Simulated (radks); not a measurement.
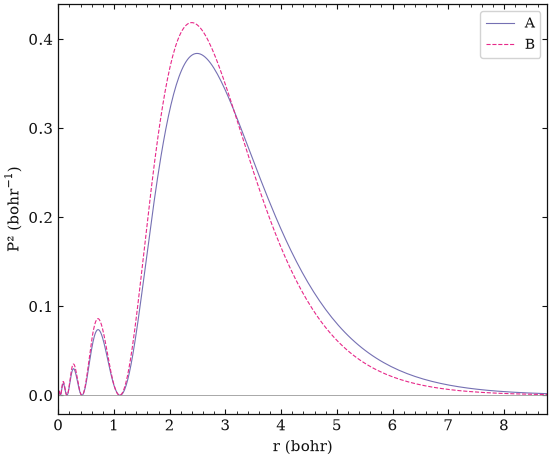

Atomic silver (Ag) was computed in two configurations: [Kr] 4d10 5s1; [Kr] 4d9 5s2 (open shells shared over both j by 2j + 1). All numbers are computed, not measured: Dirac Kohn-Sham, PBEsol, spin-unpolarised, spherical densities, finite nucleus (the in-house radial solver radks).

The plot shows P² of the 5s orbital in both runs (large components where relativistic).

Q: Assign A and B.

Answer: A is [Kr] 4d10 5s1 (⟨r⟩ = 3.13 bohr, eigenvalue −4.42 eV); B is [Kr] 4d9 5s2 (open shells shared over both j by 2j + 1) (⟨r⟩ = 2.94 bohr, eigenvalue −5.59 eV). The orbital is smaller where the other electrons screen the nucleus less.
